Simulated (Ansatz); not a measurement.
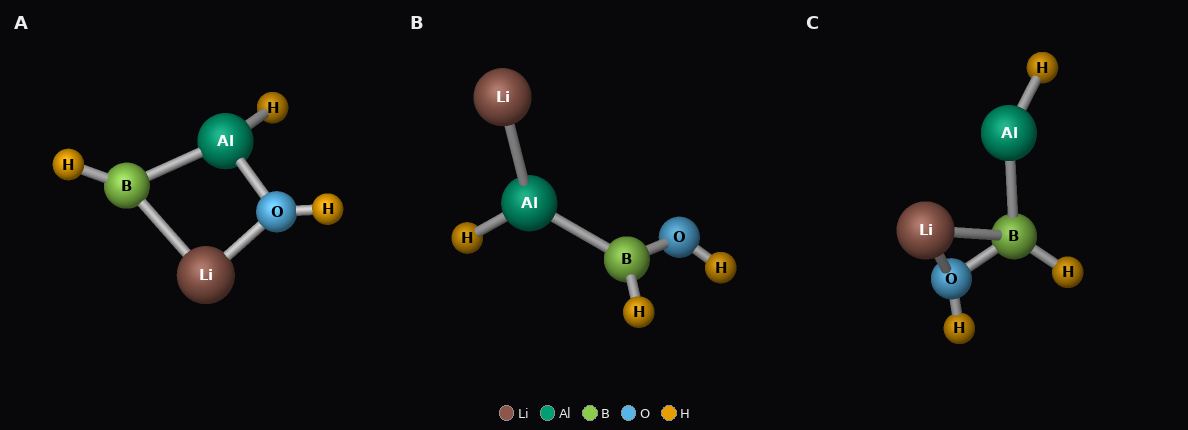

3 stationary structures of one formula. Geometries: PBE-D4/def2-SVP. Electronic energies: PBE-D4/def2-SVP (Ansatz 0.2.0), without zero-point energy. No frequency run is at hand to confirm each as a minimum. Each is one conformer, not always the lowest.

Question: Rank them by energy, lowest first.

Answer: C is lowest (C1); B lies 17.1 kJ/mol above it (C1), A lies 32.2 kJ/mol above it (C1).
